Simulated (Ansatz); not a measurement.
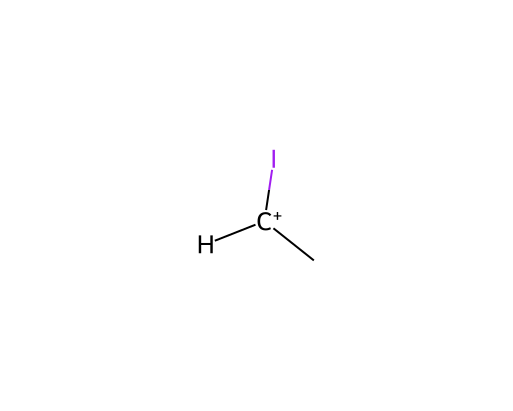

Charge +1, singlet. Computed geometry: PBE0-D4/def2-TZVP optimisation. No frequency run is at hand to confirm it as a minimum. Method: RKS PBE0-D4/def2-TZVPP, core potentials on I (Ansatz 0.2.0).

Predict the main results.

The species is C2H4I(+) (`C[CH+]I`).
- HOMO energy (Kohn–Sham orbital): −13.65 eV
- LUMO energy (Kohn–Sham orbital): −9.44 eV
- HOMO–LUMO gap: 4.21 eV
- dispersion correction: −8.7 kJ/mol
